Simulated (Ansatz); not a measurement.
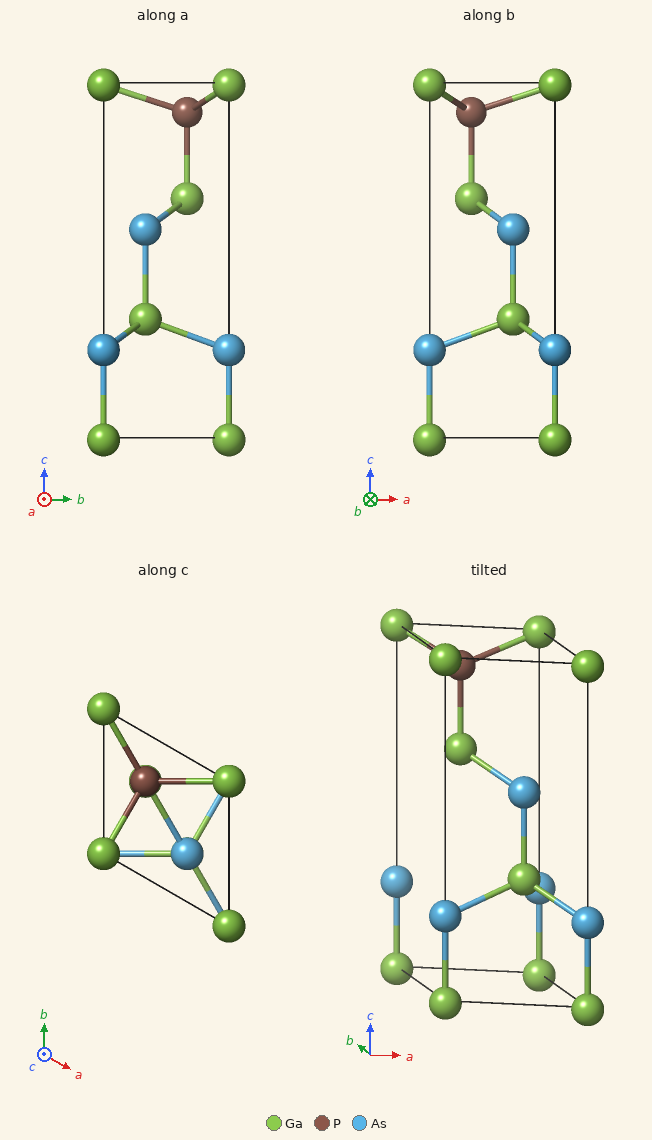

Shown here is a ball-and-stick view of the crystal, taken along the a axis, along the b axis, along the c axis and slightly off an axis. The conventional unit cell is drawn as a box.

Lattice parameters: a = 4.0049 Å, b = 4.0049 Å, c = 9.8152 Å, α = 90.000°, β = 90.000°, γ = 120.000°.

Record the structure as a CIF with its space group and independent sites, with free fractional coordinates to two decimals.

Answer.
```cif
data_structure
_symmetry_space_group_name_H-M 'P 3 m 1'
_symmetry_Int_Tables_number 156
_cell_length_a 4.0049
_cell_length_b 4.0049
_cell_length_c 9.8152
_cell_angle_alpha 90.000
_cell_angle_beta 90.000
_cell_angle_gamma 120.000
_cell_volume 136.34
loop_
_atom_site_label
_atom_site_type_symbol
_atom_site_symmetry_multiplicity
_atom_site_Wyckoff_symbol
_atom_site_fract_x
_atom_site_fract_y
_atom_site_fract_z
_atom_site_occupancy
Ga1 Ga 1 a 0.00 0.00 0.99 1
Ga2 Ga 1 b 0.3333 0.6667 0.67 1
Ga3 Ga 1 c 0.6667 0.3333 0.33 1
P1 P 1 b 0.3333 0.6667 0.9167 1
As1 As 1 c 0.6667 0.3333 0.59 1
As2 As 1 a 0.00 0.00 0.25 1
```

It derives from a structure type filled with these elements by a generator (whether the compound takes this form wasn't checked). The geometry was optimised with DFT PBE, scalar-relativistic, plane waves, PAW (Ansatz).
